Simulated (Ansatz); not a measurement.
# Al2GaH: the cost of one run

Method: cc-pVDZ, all electrons in the functionals, frozen cores in the correlation of double hybrids and RPA; program: Ansatz 0.2.0, Gaussian basis.

Plan: wB97M-V, B2PLYP, RPA-PBE, at charge 0, triplet; charge 0, singlet; charge 0, quintet; charge 1, doublet; charge 1, quartet; displaced geometry v1; displaced geometry v2 (not every functional at every point).

34 further runs of the same task are left out: 2 for a known fault of the program, 16 that didn't finish, 16 set aside as unsound or not needed. Runs told in other sessions of the task aren't counted.

### Step 1. The geometry

The geometry is a PBE0/def2-TZVP stationary point (not a proven minimum). No spin-orbit coupling is included. The filled d shell of Ga may be among the frozen orbitals whatever the setting's name suggests.

4 atoms, charge 0, spin multiplicity 3.

Atoms are counted from 1 here; the program's logs count them from 0.

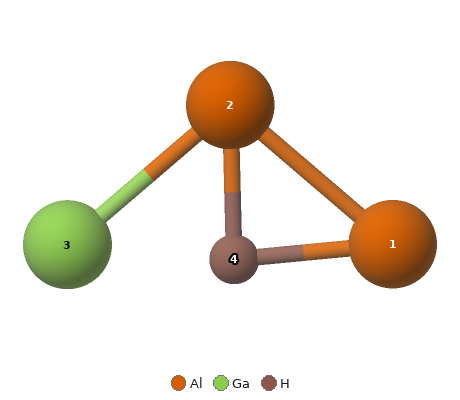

The geometry (aluminium orange, gallium green, hydrogen brown); atoms are numbered from 1 in the order of the file.

No dispersion term is added; wB97M-V holds VV10 nonlocal correlation.

The geometry shown and the zero of energy belong to the point charge 0, triplet. The yardstick, RCCSDT(Q), and other wave-function levels (R restricted, U unrestricted, valence and pair active spaces) come from earlier runs.

### Step 2. wB97M-V, charge 0, triplet

in.yaml reads:

```yaml
crystal:
  periodic: [false, false, false]
  atoms:
    - {symbol: Al, position_ang: [0.000000, 0.651584, 2.580537]}
    - {symbol: Al, position_ang: [0.000000, -1.242085, 0.821113]}
    - {symbol: Ga, position_ang: [0.000000, 0.219542, -1.325862]}
    - {symbol: H, position_ang: [0.000000, 0.620606, 0.656125]}
basis:
  gaussian: {orbitals: cc-pVDZ}
magnetization: {spin_polarized: true, initial_magnetization: 2}
hamiltonian: {xc: {name: wB97M-V}}
output: {orbitals: {seedname: orbitals}}
```

Command:

```
$ ansatz run in.yaml --threads 1 --pin off --events-out ev --progress --plain --max-ram 2393MiB
```

Q: Estimate wall time and peak memory on 1 thread of Arm Neoverse V1, shared host.

About 36 s, with a peak of 0.34 GiB.
